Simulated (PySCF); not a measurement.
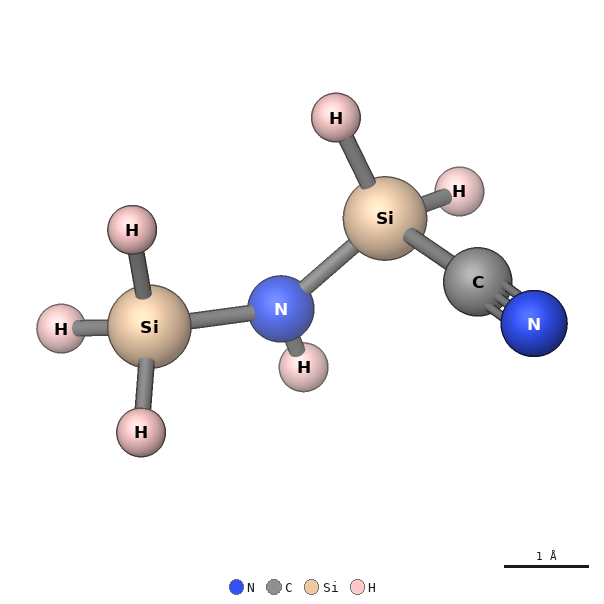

Depth is shown by fading: the farther an atom, the more it takes the colour of the background. The computed structure is the end point of a PBE0-D3(BJ)/def2-SVP optimisation. No frequency run is at hand to confirm it as a minimum. Masses are those of the most abundant isotopes; constants are for the rigid equilibrium geometry.

**Classify the rotor and give the rotational constants (cm⁻¹).**

An asymmetric top (C1): A = 0.212, B = 0.0494, C = 0.0430 cm⁻¹. Ray's parameter κ is −0.92, close to the prolate limit.
